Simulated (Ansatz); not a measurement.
# C₂H₄OSi: geometry and vibrations

The task is to find a stationary geometry of C₂H₄OSi, check the end point by its vibrations and derive ideal-gas thermochemistry, and look at its orbitals and charge.

Method: RKS PBE0-D4/def2-TZVP; program: Ansatz 0.2.0, Gaussian basis.

Levels to be run: relaxation at PBE-D4/def2-SVP; relaxation at PBE0-D4/def2-TZVP; harmonic vibrations at the same level; a single point in def2-TZVPP for the fields.

**1. Starting geometry**

SMILES `O=C1C[SiH2]1`, 8 atoms, charge 0, spin multiplicity 1.

Atoms are counted from 1 here; the program's logs count them from 0.

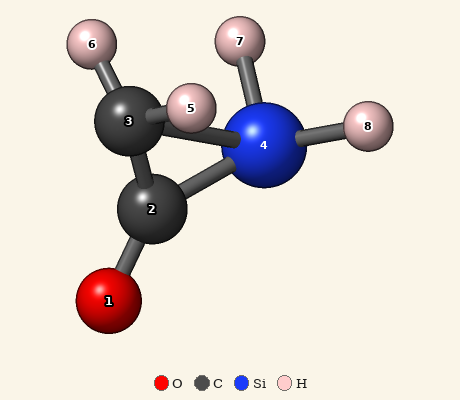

Start geometry, drawn with oxygen red, carbon dark grey, silicon blue, hydrogen pink; atoms are numbered from 1 in the order of the file.

The start is a force-field geometry with small random shifts, so a cheaper pass at PBE-D4/def2-SVP comes first.

**2. Geometry optimisation, PBE-D4/def2-SVP (cheap first pass)**

Input file in.yaml:

```yaml
crystal:
  periodic: [false, false, false]
  atoms:
    - {symbol: O, position_ang: [-0.480900, 0.478700, 2.067400]}
    - {symbol: C, position_ang: [-0.229400, 0.246500, 0.912400]}
    - {symbol: C, position_ang: [0.608800, 0.922600, 0.026100]}
    - {symbol: Si, position_ang: [-0.599000, -1.005700, -0.149700]}
    - {symbol: H, position_ang: [1.593200, 0.442500, -0.203500]}
    - {symbol: H, position_ang: [0.200400, 1.467700, -0.797300]}
    - {symbol: H, position_ang: [-1.428000, -0.648000, -1.354700]}
    - {symbol: H, position_ang: [0.427000, -1.961500, -0.556500]}
basis:
  gaussian: {orbitals: def2-SVP}
hamiltonian: {xc: pbe, dispersion: d4}
relax: {f_tol: 0.03, max_steps: 200}
```

The run is started by

```
ansatz run in.yaml --threads 2 --pin off --events-out ev --progress --plain --max-ram 4352MiB
```

Standard output (excerpt; [...] marks lines left out):

```text
Functional definition: PBE
  name "PBE"
  cite "Perdew, Burke & Ernzerhof, Phys. Rev. Lett. 77, 3865 (1996) doi:10.1103/PhysRevLett.77.3865"
  parent pbe
[...]
887 factors; their error is unknown
[...]
mean field -12045.29183447 eV, -442.6563103246 hartree, gradient 2.1e-5 eV, S^2 0.000000; 0 other end points of the search recorded, 0 dependent functions left out
[...]
reference -12045.29186245 eV, -442.6563113530 hartree; 19, 19 occupied and 61, 61 virtual orbitals, 887 factors
relax step   1: F+E_penalty+E_count = -12045.44711430 eV  Δ(F+E_penalty+E_count) = +0.000e0 eV  max|allowed force component| = 5.392e0 eV/Å  Δτ_max = 0.0000 Å  (28 SCF iters, accepted)
[...]
relax step   5: F+E_penalty+E_count = -12047.25155096 eV  Δ(F+E_penalty+E_count) = -5.190e-2 eV  max|allowed force component| = 4.922e-1 eV/Å  Δτ_max = 0.0563 Å  (32 SCF iters, accepted)
[...]
relax step   9: F+E_penalty+E_count = -12047.28392314 eV  Δ(F+E_penalty+E_count) = -1.044e-3 eV  max|allowed force component| = 8.162e-2 eV/Å  Δτ_max = 0.0461 Å  (30 SCF iters, accepted)
[...]
relax step  13: F+E_penalty+E_count = -12047.28347132 eV  Δ(F+E_penalty+E_count) = +4.000e-3 eV  max|allowed force component| = 2.143e-1 eV/Å  Δτ_max = 0.0154 Å  (31 SCF iters, rejected (line search))
[...]
relax step  15: F+E_penalty+E_count = -12047.28775634 eV  Δ(F+E_penalty+E_count) = +3.991e-5 eV  max|allowed force component| = 3.612e-2 eV/Å  Δτ_max = 0.0030 Å  (32 SCF iters, rejected (line search))
[...]
relax step  16: F+E_penalty+E_count = -12047.28785832 eV  Δ(F+E_penalty+E_count) = -6.208e-5 eV  max|allowed force component| = 5.405e-3 eV/Å  Δτ_max = 0.0015 Å  (23 SCF iters, accepted)
887 factors; their error is unknown
[...]
mean field -12047.14367699 eV, -442.7243642820 hartree, gradient 2.1e-5 eV, S^2 0.000000; 1 other end points of the search recorded, 0 dependent functions left out
[...]
reference -12047.14370592 eV, -442.7243653453 hartree; 19, 19 occupied and 61, 61 virtual orbitals, 887 factors
Total energy: -12047.28788725 eV, -442.7296639115 hartree
Atom 0 at    -0.250839     0.491308     2.234665 Å, force     0.002759     0.000577     0.002160 eV/Å
Atom 1 at    -0.235192     0.312556     1.043859 Å, force    -0.005405    -0.000874    -0.001625 eV/Å
Atom 2 at     0.587521     0.685756    -0.135205 Å, force     0.000687     0.000188    -0.003291 eV/Å
Atom 3 at    -0.498563    -0.894445    -0.446568 Å, force     0.001142    -0.000011     0.000642 eV/Å
Atom 4 at     1.679956     0.841078    -0.036319 Å, force    -0.000752    -0.000265    -0.000028 eV/Å
Atom 5 at     0.100351     1.486124    -0.731954 Å, force     0.000009     0.000673     0.001334 eV/Å
Atom 6 at    -1.455259    -0.740555    -1.593419 Å, force     0.003259    -0.000086     0.001477 eV/Å
Atom 7 at     0.164127    -2.239021    -0.390859 Å, force    -0.001700    -0.000203    -0.000671 eV/Å
Dipole moment:     0.089575    -0.013422    -0.490789 e Å
```

It took 20 s on 2 threads of Arm Neoverse V1, shared host.

The steps of the relaxation: (the energy doesn't fall at every step)

```csv
step,energy from step 1 (eV),largest force component (eV/Å)
1,0.0000,5.3925
2,-0.7702,3.6530
3,-1.3171,2.2860
4,-1.7525,0.8575
5,-1.8044,0.4922
6,-1.7559,0.7263
7,-1.8337,0.0997
8,-1.8358,0.0829
9,-1.8368,0.0816
10,-1.8380,0.0684
11,-1.8397,0.1646
12,-1.8404,0.1444
13,-1.8364,0.2143
14,-1.8407,0.0575
15,-1.8406,0.0361
16,-1.8407,0.0054
```

Close pairs (by a distance rule), those that changed most:

```csv
bond,before (Å),after (Å),change (Å)
C3–Si4,2.282,1.943,-0.340
C2–Si4,1.683,1.936,+0.253
C2–C3,1.395,1.485,+0.091
C3–H6,1.069,1.111,+0.042
Si4–H8,1.460,1.500,+0.040
C3–H5,1.119,1.108,-0.011
Si4–H7,1.506,1.501,-0.004
O1–C2,1.205,1.204,-0.000
```

**3. Optimising with PBE0-D4/def2-TZVP**

Input file in.yaml:

```yaml
crystal:
  periodic: [false, false, false]
  atoms:
    - {symbol: O, position_ang: [-0.250839, 0.491308, 2.234665]}
    - {symbol: C, position_ang: [-0.235192, 0.312556, 1.043859]}
    - {symbol: C, position_ang: [0.587521, 0.685756, -0.135205]}
    - {symbol: Si, position_ang: [-0.498563, -0.894445, -0.446568]}
    - {symbol: H, position_ang: [1.679956, 0.841078, -0.036319]}
    - {symbol: H, position_ang: [0.100351, 1.486124, -0.731954]}
    - {symbol: H, position_ang: [-1.455259, -0.740555, -1.593419]}
    - {symbol: H, position_ang: [0.164127, -2.239021, -0.390859]}
basis:
  gaussian: {orbitals: def2-TZVP}
hamiltonian: {xc: pbe0, dispersion: d4}
relax: {f_tol: 0.005, max_steps: 150}
```

Launched as before.

Standard output (excerpt; [...] marks lines left out):

```text
Functional definition: PBE0
  name "PBE0"
  cite "Adamo & Barone, J. Chem. Phys. 110, 6158 (1999) doi:10.1063/1.478522"
  cite "Perdew, Burke & Ernzerhof, Phys. Rev. Lett. 77, 3865 (1996) doi:10.1103/PhysRevLett.77.3865"
  parent pbe
[...]
955 factors; their error is unknown
[...]
mean field -12055.37818122 eV, -443.0269767309 hartree, gradient 2.0e-5 eV, S^2 0.000000; 0 other end points of the search recorded, 0 dependent functions left out
[...]
reference -12055.37820964 eV, -443.0269777755 hartree; 19, 19 occupied and 135, 135 virtual orbitals, 955 factors
relax step   1: F+E_penalty+E_count = -12055.49845065 eV  Δ(F+E_penalty+E_count) = +0.000e0 eV  max|allowed force component| = 1.394e0 eV/Å  Δτ_max = 0.0000 Å  (30 SCF iters, accepted)
[...]
reference -12055.44108383 eV, -443.0292883592 hartree; 19, 19 occupied and 135, 135 virtual orbitals, 955 factors
Total energy: -12055.56184169 eV, -443.0337261287 hartree
Atom 0 at    -0.360305     0.572334     2.159886 Å, force     0.000576    -0.001934    -0.002891 eV/Å
Atom 1 at    -0.242579     0.260067     1.017271 Å, force    -0.003159     0.001121     0.001396 eV/Å
Atom 2 at     0.581623     0.683040    -0.164067 Å, force     0.001477    -0.001879    -0.002036 eV/Å
Atom 3 at    -0.436152    -0.888150    -0.462227 Å, force     0.001452     0.003387     0.004931 eV/Å
Atom 4 at     1.661967     0.728420    -0.033970 Å, force    -0.001646    -0.000064    -0.000119 eV/Å
Atom 5 at     0.186999     1.567573    -0.668336 Å, force     0.000582    -0.001859     0.000054 eV/Å
Atom 6 at    -1.550894    -0.780890    -1.431178 Å, force     0.000008     0.000188     0.000226 eV/Å
Atom 7 at     0.251443    -2.199593    -0.473179 Å, force     0.000711     0.001040    -0.001560 eV/Å
Dipole moment:     0.109349    -0.107461    -0.562143 e Å
```

It took 40 s on 2 threads of Arm Neoverse V1, shared host.

Step by step: (the energy doesn't fall at every step)

```csv
step,energy from step 1 (eV),largest force component (eV/Å)
1,0.0000,1.3943
2,-0.0452,0.3262
3,-0.0549,0.1815
4,-0.0527,0.6864
5,-0.0588,0.1334
6,-0.0583,0.2662
7,-0.0620,0.0601
8,-0.0628,0.0428
9,-0.0631,0.0515
10,-0.0633,0.0462
11,-0.0633,0.0294
12,-0.0634,0.0146
13,-0.0634,0.0049
```

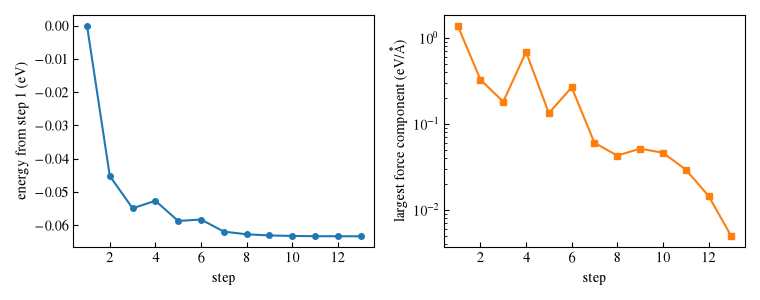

Energy and force, step by step.

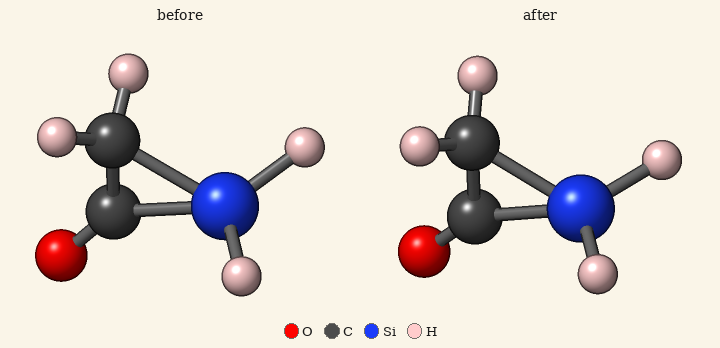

The geometry before (left) and after (right).

Close pairs (by a distance rule), those that changed most:

```csv
bond,before (Å),after (Å),change (Å)
C2–Si4,1.936,1.883,-0.053
C3–Si4,1.943,1.896,-0.047
Si4–H7,1.501,1.481,-0.021
Si4–H8,1.500,1.481,-0.019
C3–H6,1.111,1.092,-0.019
C3–H5,1.108,1.089,-0.019
C2–C3,1.485,1.501,+0.016
O1–C2,1.204,1.190,-0.014
```

Mulliken charges at the end point, from the run's report:

```csv
atom,value (e)
O1,-0.23
C2,0.08
C3,-0.30
Si4,0.13
H5,0.15
H6,0.15
H7,0.01
H8,0.01
```

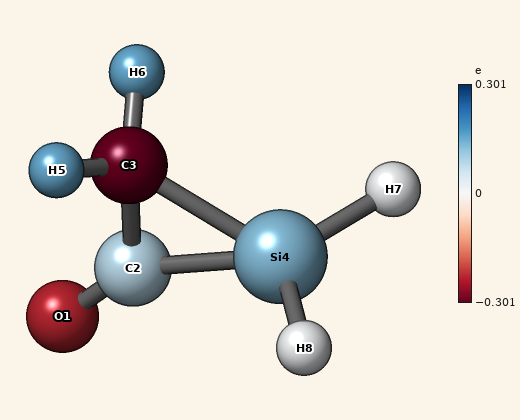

Mulliken charges at the end point, from the run's report, as colours on the atoms.

**4. Force constants and modes**

Input file in.yaml:

```yaml
crystal:
  periodic: [false, false, false]
  atoms:
    - {symbol: O, position_ang: [-0.360305, 0.572334, 2.159886]}
    - {symbol: C, position_ang: [-0.242579, 0.260067, 1.017271]}
    - {symbol: C, position_ang: [0.581623, 0.683040, -0.164067]}
    - {symbol: Si, position_ang: [-0.436152, -0.888150, -0.462227]}
    - {symbol: H, position_ang: [1.661967, 0.728420, -0.033970]}
    - {symbol: H, position_ang: [0.186999, 1.567573, -0.668336]}
    - {symbol: H, position_ang: [-1.550894, -0.780890, -1.431178]}
    - {symbol: H, position_ang: [0.251443, -2.199593, -0.473179]}
basis:
  gaussian: {orbitals: def2-TZVP}
hamiltonian: {xc: pbe0, dispersion: d4}
phonons: {temperatures: {t_min: 298.15, t_max: 900, t_step: 200}}
```

Launched as before.

Standard output (excerpt; [...] marks lines left out):

```text
Functional definition: PBE0
  name "PBE0"
  cite "Adamo & Barone, J. Chem. Phys. 110, 6158 (1999) doi:10.1063/1.478522"
  cite "Perdew, Burke & Ernzerhof, Phys. Rev. Lett. 77, 3865 (1996) doi:10.1103/PhysRevLett.77.3865"
  parent pbe
[...]
955 factors; their error is unknown
[...]
mean field -12055.44105578 eV, -443.0292873286 hartree, gradient 4.3e-5 eV, S^2 0.000000; 0 other end points of the search recorded, 0 dependent functions left out
[...]
reference -12055.44108446 eV, -443.0292883824 hartree; 19, 19 occupied and 135, 135 virtual orbitals, 955 factors
[...]
955 factors; their error is unknown
mean field -12055.44104186 eV, -443.0292868169 hartree, gradient 1.4e-6 eV, S^2 0.000000; 0 other end points of the search recorded, 0 dependent functions left out
[...]
reference -12055.44107053 eV, -443.0292878706 hartree; 19, 19 occupied and 135, 135 virtual orbitals, 955 factors
[...]
Atom 0 at    -0.360305     0.572334     2.159886 Å, force     0.000570    -0.001916    -0.002838 eV/Å
Atom 1 at    -0.242579     0.260067     1.017271 Å, force    -0.003178     0.001122     0.001351 eV/Å
Atom 2 at     0.581623     0.683040    -0.164067 Å, force     0.001676    -0.001781    -0.002198 eV/Å
Atom 3 at    -0.436152    -0.888150    -0.462227 Å, force     0.001398     0.003365     0.004954 eV/Å
Atom 4 at     1.661967     0.728420    -0.033970 Å, force    -0.001683    -0.000100    -0.000052 eV/Å
Atom 5 at     0.186999     1.567573    -0.668336 Å, force     0.000498    -0.001898     0.000131 eV/Å
Atom 6 at    -1.550894    -0.780890    -1.431178 Å, force     0.000007     0.000174     0.000222 eV/Å
Atom 7 at     0.251443    -2.199593    -0.473179 Å, force     0.000712     0.001035    -0.001570 eV/Å
Dipole moment:     0.109348    -0.107459    -0.562143 e Å
Vibrations: 82.04 374.98 399.40 429.75 549.00 625.70 686.94 736.64 886.52 946.52 968.77 986.81 1345.58 1878.33 2237.11 2264.94 3086.02 3170.52 cm⁻¹, zero-point energy 1.342475 eV
```

Run time: 1.7 min. Hardware: 2 threads of Arm Neoverse V1, shared host.

Motions are named by where the mode's potential energy lies. Wavenumbers, unscaled:

```csv
mode,cm⁻¹,motion
1,82,out-of-plane bend with bend
2,375,bend
3,399,bend
4,430,bend with out-of-plane bend
5,549,bend
6,626,bend with Si–C stretch
7,687,bend with Si–C stretch
8,737,bend
9,887,bend
10,947,bend
11,969,bend
12,987,bend
13,1346,bend
14,1878,C–O stretch
15,2237,Si–H stretch
16,2265,Si–H stretch
17,3086,C–H stretch
18,3171,C–H stretch
```

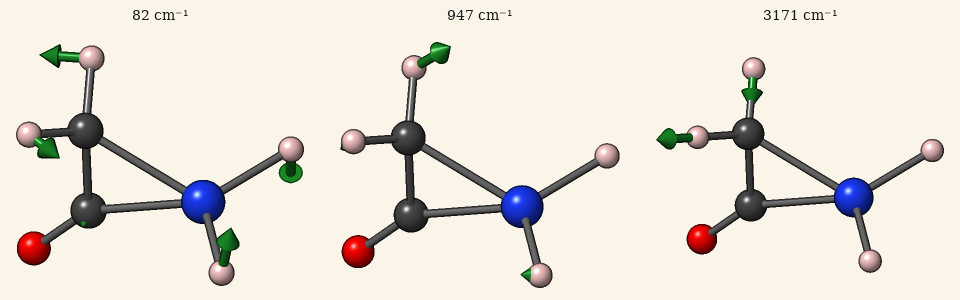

Displacements of 3 modes, as arrows.

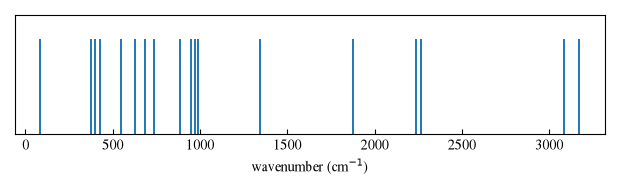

The harmonic wavenumbers as sticks (no intensities were computed).

From these modes and the moments of inertia (298.15 K, 1 bar, symmetry number 1):

```csv
term,value
zero-point energy,31.0 kcal/mol
H(298) − E,34.9 kcal/mol
"entropy, translation",162.2 J/(mol K)
"entropy, rotation",103.4 J/(mol K)
"entropy, vibration",36.7 J/(mol K)
"entropy, total",302.3 J/(mol K)
```

**5. A single point for the fields**

Edit in.yaml of step 4 so:

```diff
@@ -12,4 +12,4 @@
 basis:
-  gaussian: {orbitals: def2-TZVP}
+  gaussian: {orbitals: def2-TZVPP}
 hamiltonian: {xc: pbe0, dispersion: d4}
-phonons: {temperatures: {t_min: 298.15, t_max: 900, t_step: 200}}
+output: {orbitals: {seedname: orbitals}}
```

Launched as before.

Standard output:

```text
Functional definition: PBE0
  name "PBE0"
  cite "Adamo & Barone, J. Chem. Phys. 110, 6158 (1999) doi:10.1063/1.478522"
  cite "Perdew, Burke & Ernzerhof, Phys. Rev. Lett. 77, 3865 (1996) doi:10.1103/PhysRevLett.77.3865"
  parent pbe
  parameter a = 0.25
  parameter kappa = 0.804
  parameter beta = 0.06672455060314922
  exchange = (1 - a)*pbe_x(kappa = kappa, mu = beta*pi^2/3) + a*exact_x
  correlation = pbe_c(beta = beta)
1038 factors; their error is unknown
mean field evaluation 1: about -12048.4553 eV, gradient 5.7e1 eV
mean field evaluation 2: about -12034.6740 eV, gradient 9.1e1 eV
mean field evaluation 4: about -12055.2408 eV, gradient 1.0e1 eV
mean field evaluation 8: about -12055.4510 eV, gradient 1.6e-1 eV
mean field evaluation 16: about -12055.4712 eV, gradient 9.2e-5 eV
mean field -12055.47120210 eV, -443.0303951853 hartree, gradient 2.2e-5 eV, S^2 0.000000; 0 other end points of the search recorded, 0 dependent functions left out
reference -12055.47123076 eV, -443.0303962384 hartree; 19, 19 occupied and 172, 172 virtual orbitals, 1038 factors
Total energy: -12055.59198863 eV, -443.0348340083 hartree
```

It took 2.9 s on 2 threads of Arm Neoverse V1, shared host.

Orbitals, density, ELF and potential are computed afterwards from the orbital file.

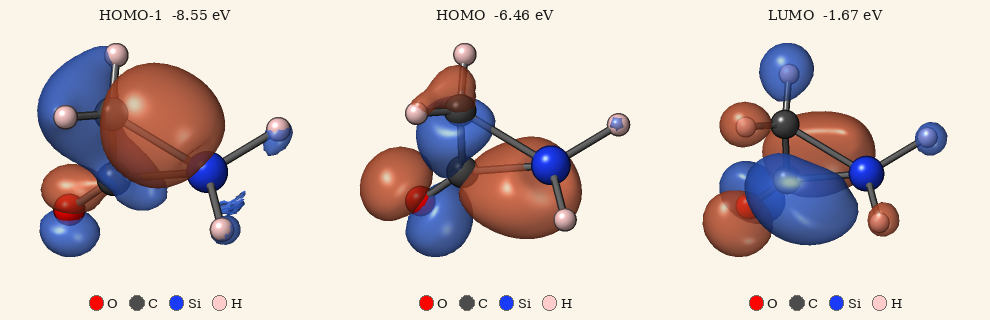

Frontier orbitals at PBE0-D4/def2-TZVPP; each surface holds 70 % of the orbital's density, blue and red mark the sign.

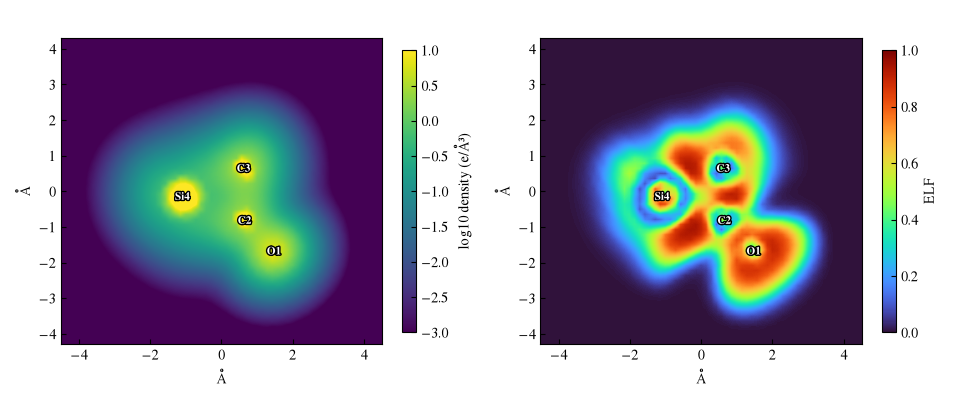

Density (left) and ELF (right) in a plane through or near 4 of the atoms.

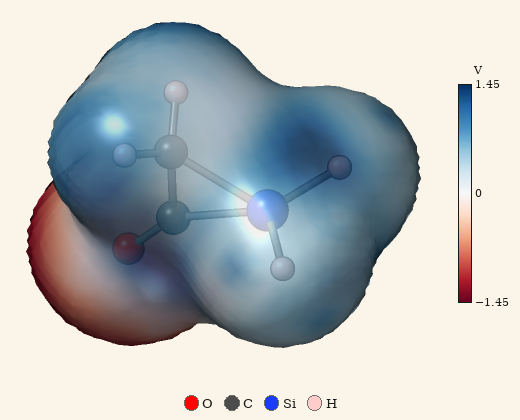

The potential that a unit positive charge feels on the 0.002 e/bohr³ surface, from the 1st to the 99th percentile, from -1.45 V near O1 to 1.34 V near Si4.

**6. Summary of results**

```
                  quantity            value
               point group               C1
                     steps          16 + 13
shift from the start (rms)          0.262 Å
              total energy   -12055.5618 eV
           dispersion term         -121 meV
             dipole moment           2.80 D
lowest, highest wavenumber    82, 3171 cm⁻¹
         zero-point energy    31.0 kcal/mol
       entropy at 298.15 K  302.3 J/(mol K)
                HOMO, LUMO  -6.46, -1.67 eV
```

**Reading.** The atoms moved 0.26 Å (rms) from the start; the bond that changed most is C3–Si4, from 2.282 to 1.896 Å. All wavenumbers are real, so the end point is a minimum. The stiffest mode, 3171 cm⁻¹, is a C–H stretch. Harmonic hybrid wavenumbers usually lie a few per cent above measured fundamentals. The largest Mulliken charge, -0.30 e, sits on C3. The HOMO lies mostly on O1 38 %; C2 20 % and the LUMO on C2 41 %; O1 26 %.
